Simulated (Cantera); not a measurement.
Input: 1 mol CH₃SiH₃, 0.018 mol C₂H₂, 1.4 mol H₂, held at 0.0133 bar.

Cantera equilibrium calculation (NASA polynomials, part measured and part estimated; ideal gas, pure solids and liquids). Candidate condensed phases: C, C₆H₆, C₇H₈, C₈H₁₈, Si, SiC; 87 gas species. The feed counts by its element totals alone. Gases not in the tables: Si₂H₆ and higher silanes. The numbers say what is thermodynamically allowed, not how fast it happens.

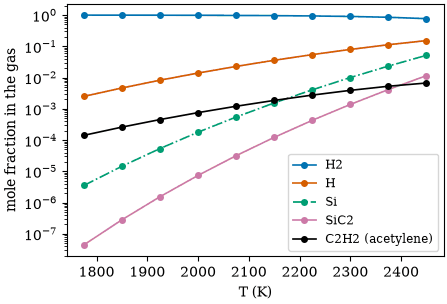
Figure: Equilibrium gas composition (values under 1e-9 drawn at 1e-9)

From 1775 K to 2450 K the condensed part is C(graphite) + SiC(s). The main Si-bearing gas is Si throughout.
